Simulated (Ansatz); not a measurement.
System LuNb2Br3 (space group P6/mmm, No. 191); source of the atomic positions: the end point of a relaxation with DFT PBE, scalar-relativistic, plane waves, PAW (Ansatz); the starting structure was generated, so it need not be a known form of this composition.

```
CELL_PARAMETERS angstrom
6.08628 0.00000 0.00000
-3.04314 5.27087 0.00000
0.00000 0.00000 4.33248
ATOMIC_POSITIONS crystal
Lu 0.00000 0.00000 0.00000
Nb 0.66667 0.33333 0.00000
Nb 0.33333 0.66667 0.00000
Br 0.50000 0.50000 0.50000
Br 0.50000 0.00000 0.50000
Br 0.00000 0.50000 0.50000
```

Bonds are taken as Br–Nb below 3.1 Å; Lu is left out of the net, as the electropositive filling of the structure. Simplification: prune 0- and 1-connected atoms, fold 2-connected ones into links.

Derive the underlying net.

The result is a binodal (4,6)-connected, three-periodic net: Br is a 4-connected node; Nb is a 6-connected node, in the ratio 3:2. It is a single net, without interpenetration.

```csv
node,links,point symbol,coordination sequence
Br,4,4⁴·6²,4 14 20 50
Nb,6,4⁹·6⁶,6 11 30 38
```

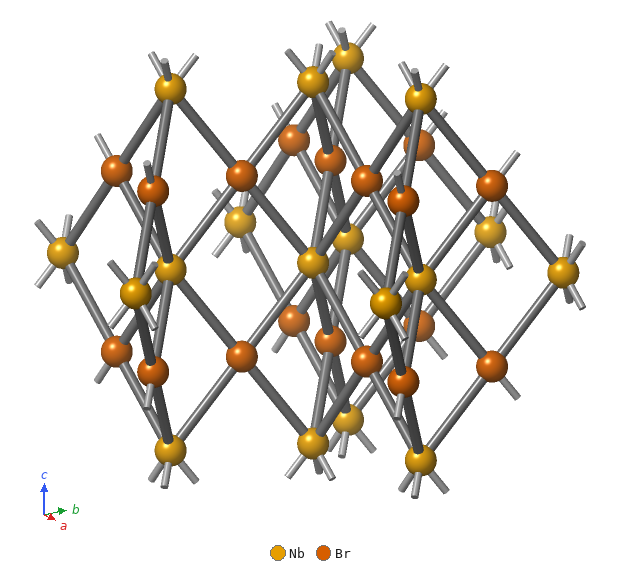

Nodes are coloured by topological kind. Short stubs are edges that leave the cut-out.
